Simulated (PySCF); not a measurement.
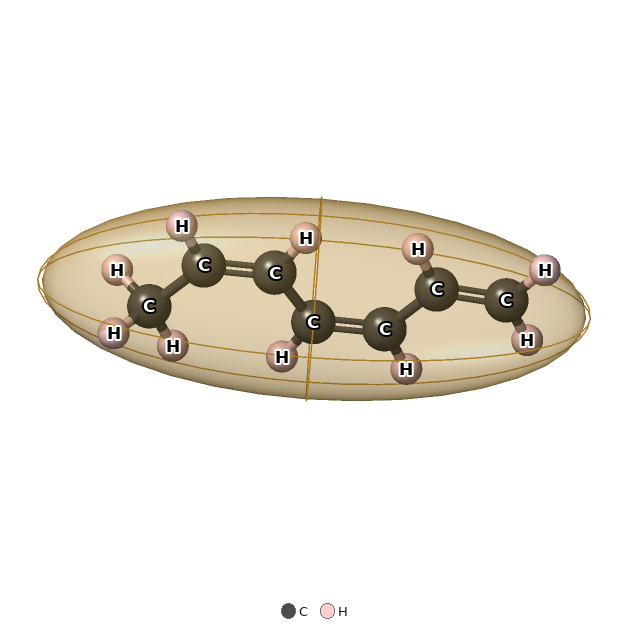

The ellipsoid shows the static dipole polarisability: its half-axes are proportional to the principal values. The geometry was computed by an optimisation with GFN2-xTB. No frequency run is at hand to confirm it as a minimum. Computed with PBE0/def2-SVPD (PySCF 2.14.0).

Give the principal values, the mean and the anisotropy.

Answer. Principal values 56.5, 74.2, 180.6 bohr³; mean 103.8 bohr³ (15.38 Å³); anisotropy 116.3 bohr³, so the longest axis is 3.19 times the shortest.
